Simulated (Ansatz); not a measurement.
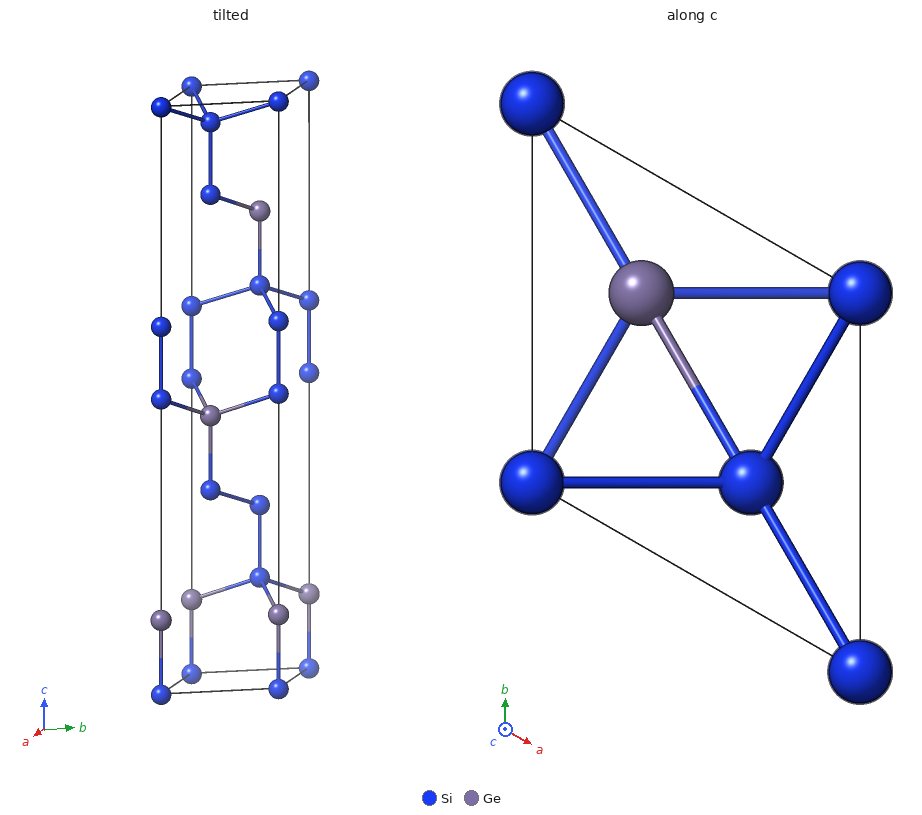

We look at a ball-and-stick model of the crystal slightly off an axis and along the c axis. The conventional unit cell is drawn as a box.

Si$_{3}$Ge, space group R3m (No. 160), a = 4.036 Å, b = 4.036 Å, c = 19.761 Å, α = 90.00°, β = 90.00°, γ = 120.00°. It goes back to a structure type filled with these elements by a generator (whether the compound takes this form wasn't checked). The cell was then strained or its atoms displaced on purpose. It went into a calculation with Ansatz.

This one geometry was computed with Ansatz (DFT, plane waves, PAW) at three levels of theory: PBE, r2SCAN and HSE06. It was relaxed with r2SCAN and then strained.

**Which level gives the highest pressure at this volume, and what does that say about its equilibrium volume?**

Highest: PBE (-6.1 GPa), which points to the largest equilibrium volume. Lowest, with the smallest volume: r2SCAN (-8.0 GPa) and HSE06 (-8.2 GPa). Levels within 0.5 GPa of each other can't be told apart.

**How does the band gap change with the level of theory?**

PBE: a gap of 0.62 eV, indirect; r2SCAN: a gap of 0.85 eV, indirect; HSE06: a gap of 1.21 eV, indirect.

**Collect the results in a table.**

| level | cutoff (eV) | k-mesh of the run's cell | gap (eV) | pressure (GPa) |
| --- | --- | --- | --- | --- |
| PBE | 420 | 8×8×8 | 0.62 | -6.1 |
| r2SCAN | 500 | 8×8×8 | 0.85 | -8.0 |
| HSE06 | 420 | 6×6×6 | 1.21 | -8.2 |

Gaps are taken on the k-mesh or band path of each run.
